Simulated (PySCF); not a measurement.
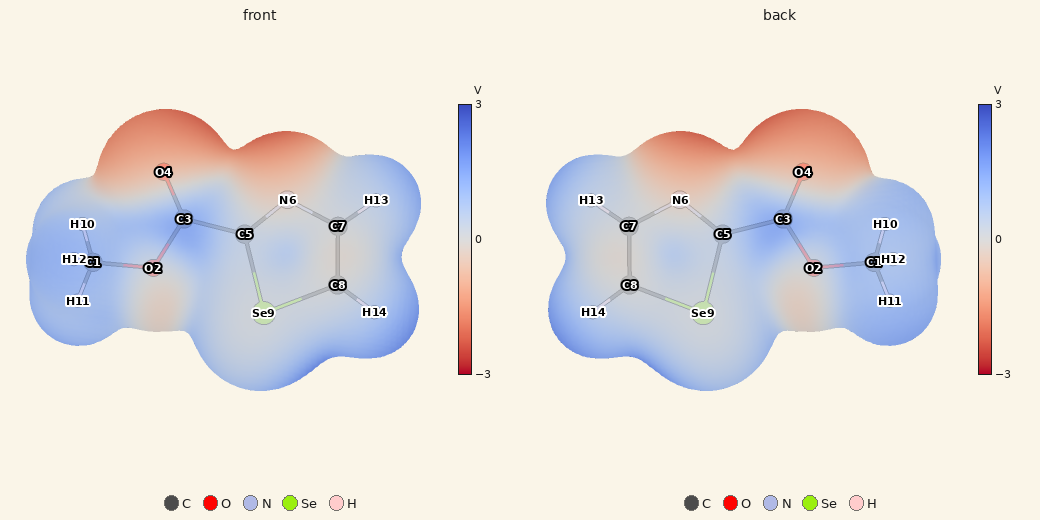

The picture shows: C₅H₅NO₂Se (SMILES COC(=O)c1ncc[se]1). The molecular electrostatic potential painted on the density surface at 0.004 e/bohr³, seen from the front and from behind; red is negative and blue positive.

Geometry: GFN2-xTB.

These are results of PySCF, CAM-B3LYP/def2-SVPD, SCF density, gas phase, not measurements.

```xyz
14

C    -2.8789   -0.0504    0.6183
O    -1.4603   -0.0693    0.6029
C    -0.8588    0.0587   -0.5988
O    -1.4410    0.1710   -1.6420
C     0.5897    0.0308   -0.3911
N     1.5063    0.1015   -1.2890
C     2.7516    0.0567   -0.7920
C     2.8787   -0.0534    0.5656
Se    1.2275   -0.1172    1.3913
H    -3.2675   -0.5148   -0.2905
H    -3.1925   -0.6043    1.5003
H    -3.2349    0.9806    0.6756
H     3.5756    0.1095   -1.4829
H     3.8038   -0.1000    1.1100
```

**Where is the surface potential most negative and most positive?**

The most negative region (about −2.1 V, or −48 kcal/mol for a unit charge) lies over O4 and N6, the most positive (about +1.9 V, or +44 kcal/mol for a unit charge) over Se9 and H14.

**How polar is the molecule by this calculation?**

Its dipole moment is 3.79 D.
